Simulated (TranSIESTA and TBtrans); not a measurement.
System: Sn chain bridged by a linear C2 unit along the axis. Leads: straight Sn chain, spacing 2.75 Å. Geometry: 4 atoms about the centre moved by SIESTA (PBE, DZP) to a largest force of 0.04 eV/Å, all others as built, motion along the axis alone.

Method: TranSIESTA and TBtrans, PBE, DZP numerical orbitals (energy shift 0.15 eV), PseudoDojo norm-conserving scalar-relativistic potentials, mesh cutoff 200 Ry, 300 K, no spin polarisation, no spin-orbit coupling; self-consistent non-equilibrium Green functions.

Energies count from the leads' Fermi level. Transmissions are for one spin of a degenerate pair. The energy step is 0.01 eV; narrower resonances are cut or missed.

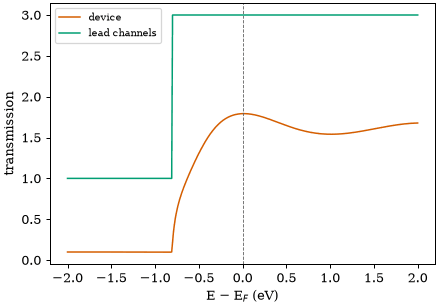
Transmission against energy

| E (eV) | T | lead channels |
|---|---|---|
| -2.00 | 0.099 | 1 |
| -1.80 | 0.099 | 1 |
| -1.60 | 0.099 | 1 |
| -1.40 | 0.099 | 1 |
| -1.20 | 0.098 | 1 |
| -1.00 | 0.098 | 1 |
| -0.80 | 0.23 | band edge |
| -0.60 | 1.08 | 3 |
| -0.40 | 1.50 | 3 |
| -0.20 | 1.73 | 3 |
| 0.00 | 1.79 | 3 |
| 0.20 | 1.76 | 3 |
| 0.40 | 1.69 | 3 |
| 0.60 | 1.61 | 3 |
| 0.80 | 1.56 | 3 |
| 1.00 | 1.54 | 3 |
| 1.20 | 1.55 | 3 |
| 1.40 | 1.59 | 3 |
| 1.60 | 1.63 | 3 |
| 1.80 | 1.66 | 3 |
| 2.00 | 1.68 | 3 |

The straight chain is held at its spacing; free chains may zigzag or dimerise. No spin-polarised start was tried, so a magnetic state, if there is one, is missed.
